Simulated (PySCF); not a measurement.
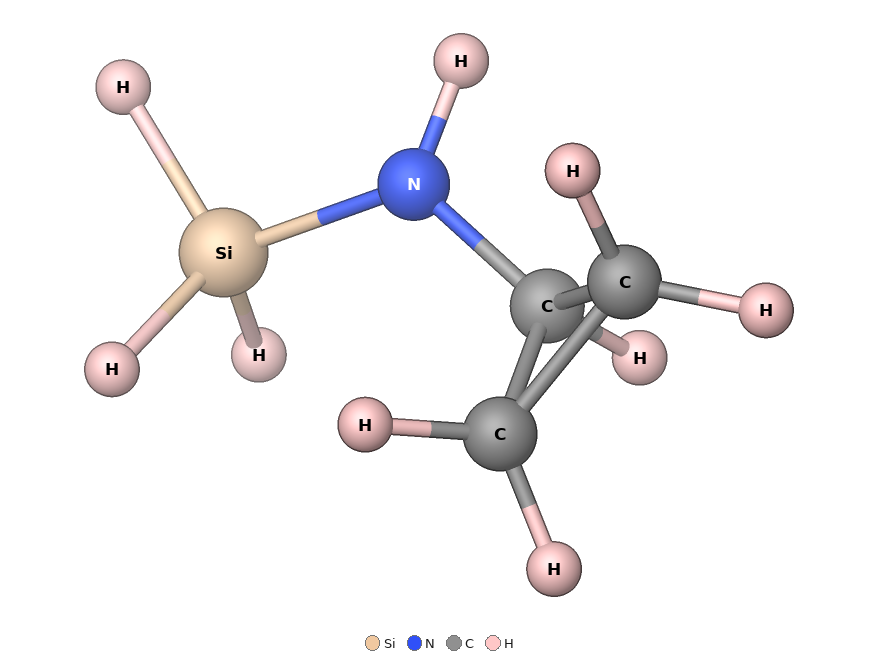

Orthographic view. Depth is shown by fading: the farther an atom, the more it takes the colour of the background. The computed structure is the end point of a PBE0-D3(BJ)/def2-SVP optimisation. No frequency run is at hand to confirm it as a minimum.

### Give the standard InChI.

InChI=1S/C3H9NSi/c5-4-3-1-2-3/h3-4H,1-2H2,5H3
